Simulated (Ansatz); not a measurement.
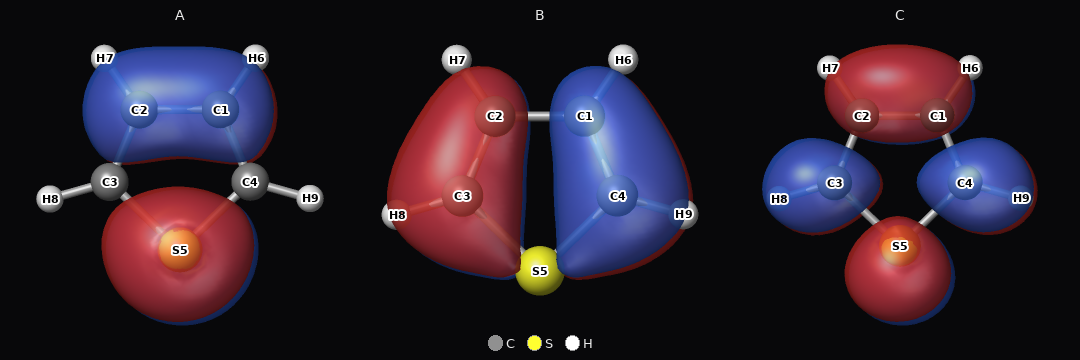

C4H4S (SMILES c1ccsc1). Three frontier orbitals at ±0.08 Å⁻³ᐟ² (red and blue are the two phases), in no order.

Geometry: PBE0-D3(BJ)/def2-SVP.

Computed with isolated molecule in a Gaussian basis; Kohn-Sham density functional theory, functional PBE0 in Ansatz.

```tsv
atom	x (Å)	y (Å)	z (Å)
C	-0.2727	-0.8302	-0.6074
C	0.5210	-0.0554	0.2859
C	-0.1552	1.0295	0.7792
C	-1.5317	-0.3142	-0.7699
S	-1.7546	1.1114	0.1604
H	0.0740	-1.7341	-1.1102
H	1.5520	-0.2912	0.5531
H	0.2023	1.7871	1.4753
H	-2.3423	-0.6969	-1.3885
```

**Order the three orbitals by energy and name them.**

A is the HOMO−1 (−7.26 eV). By Hirshfeld shares it lies mainly on S5 (about 45 %), C1 (about 20 %) and C2 (about 20 %); it changes sign across the molecular plane (π type); π-bonding across C1–C2. B is the HOMO (−6.90 eV). It lies mainly on C4 (about 30 %), C3 (about 30 %), C2 (about 15 %) and C1 (about 15 %); it changes sign across the molecular plane (π type); π-bonding across C1–C4 and C2–C3; π-antibonding (a node) across C1–C2. C is the LUMO (−0.48 eV). Its weight (Hirshfeld) is mainly on S5 (about 25 %), C4 (about 20 %), C3 (about 20 %), C2 (about 10 %) and C1 (about 10 %); it changes sign across the molecular plane (π type); π-bonding across C1–C2; π-antibonding (a node) across C1–C4, C2–C3, C3–S5 and C4–S5.

**What is the HOMO–LUMO gap?**

6.42 eV between the orbital energies.
